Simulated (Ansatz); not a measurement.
```xyz
8

O    -0.5233    2.6718   -1.4336
Si   -0.2781    1.4670   -0.3172
O    -0.2636    0.1284   -1.3335
Si   -0.0983   -1.5307   -1.3345
H    -0.6013    2.3967   -2.3575
H     1.0480   -1.9055   -2.2117
H    -1.3489   -2.1460   -1.8653
H     0.1524   -2.0364    0.0495
```

The calculation used RKS PBE0-D4/def2-SVP (Ansatz 0.2.0).

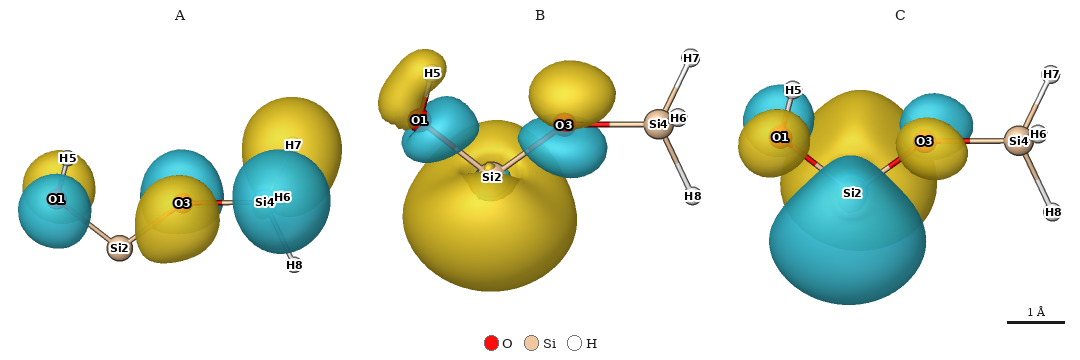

H4O2Si2 (SMILES O[Si]O[SiH3]). Three frontier orbitals at ±0.1 Å⁻³ᐟ² (yellow and cyan are the two phases), in no order.

Question: Which picture is the HOMO−1, the HOMO and the LUMO?

Answer: A is the HOMO−1 (−9.03 eV). By Hirshfeld shares it lies mainly on O3 (about 30 %), Si4 (about 20 %), O1 (about 15 %), H6 (about 15 %) and H7 (about 15 %). B is the HOMO (−7.17 eV). It lies mainly on Si2 (about 75 %), O3 (about 15 %) and O1 (about 10 %). C is the LUMO (−1.15 eV). Its weight (Hirshfeld) is mainly on Si2 (about 80 %), O1 (about 10 %) and O3 (about 10 %).

Question: What is the HOMO–LUMO gap?

Answer: 6.02 eV between the orbital energies.
